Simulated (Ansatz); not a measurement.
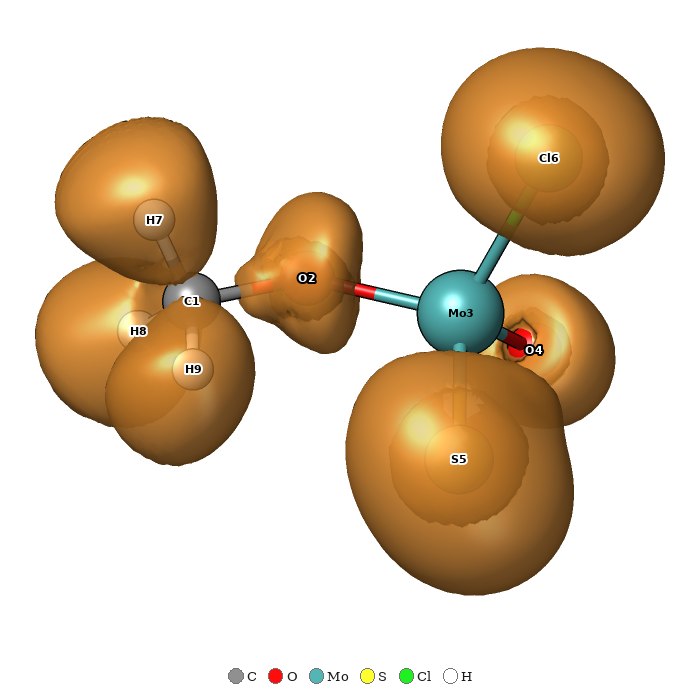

The picture shows: CH3ClMoO2S (SMILES C[O][Mo](=[O])(=[S])[Cl]). Isosurface of the ELF at 0.75 (orange), seen across its widest extent. Core shells and regions of very low density are left out.

Geometry: PBE0-D4/def2-TZVP; core potentials replace the inner electrons of Mo.

All numbers below come from RKS PBE0-D4/def2-TZVPP in Ansatz 0.2.0.

Input file:

```
crystal:
  periodic: [false, false, false]
  atoms:
    - {symbol: C, position_ang: [-1.014129, 1.043670, 0.609072]}
    - {symbol: O, position_ang: [-0.000592, 0.634248, -0.279670]}
    - {symbol: Mo, position_ang: [0.945852, -0.868683, -0.712790]}
    - {symbol: O, position_ang: [1.018968, -1.018386, -2.371390]}
    - {symbol: S, position_ang: [-0.072699, -2.532968, 0.079700]}
    - {symbol: Cl, position_ang: [3.026196, -0.776567, 0.149115]}
    - {symbol: H, position_ang: [-0.580403, 1.720307, 1.349118]}
    - {symbol: H, position_ang: [-1.783811, 1.572523, 0.043322]}
    - {symbol: H, position_ang: [-1.450783, 0.179655, 1.116425]}
basis:
  gaussian: {orbitals: def2-TZVPP}
hamiltonian: {xc: pbe0, dispersion: d4}
output: {orbitals: {seedname: orbitals}}
```

Run with:

```sh
ansatz run in.yaml --threads 4 --pin off --events-out ev --progress --plain --max-ram 11315MiB
```

Q: Identify the bonds, lone pairs and shells in this picture.

A: The ELF exceeds this value in one region around a hydrogen nucleus, one region on O in which the atom's valence shell and bonds are merged, one ring or bowl of non-bonding electrons around S, one region wrapped around Cl (its valence shell), one region wrapped around O (its valence shell) and one joined region spread over several atoms (C, H), in which their bonds and any lone pairs are merged. Profiles from the grid: C–O (1.41 Å): the ELF peaks at about 0.85 between the atoms, as expected for a polar covalent bond. Mo–O (1.67 Å): the ELF peaks at about 0.80 in the valence shell of O, 0.5 Å from its nucleus, and drops to about 0.45 between the two atoms.
